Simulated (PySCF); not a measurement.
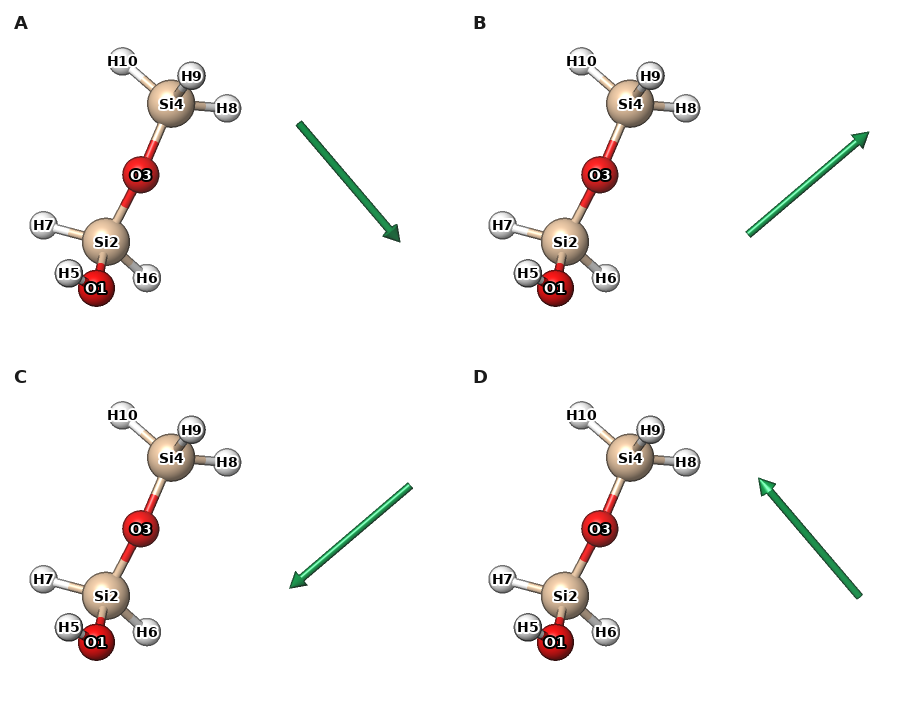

The same molecule four times, each with an arrow. The computed structure is the end point of a PBE0-D3(BJ)/def2-SVP optimisation. No frequency run is at hand to confirm it as a minimum. Level of theory: KT2/pcSseg-2, gas phase (PySCF 2.14.0).

**Which arrow points along the dipole moment, from the negative to the positive end?**

D. The dipole moment is 1.23 D; it points from the side of H6 to the side of H10 (the outermost atoms at the two ends).
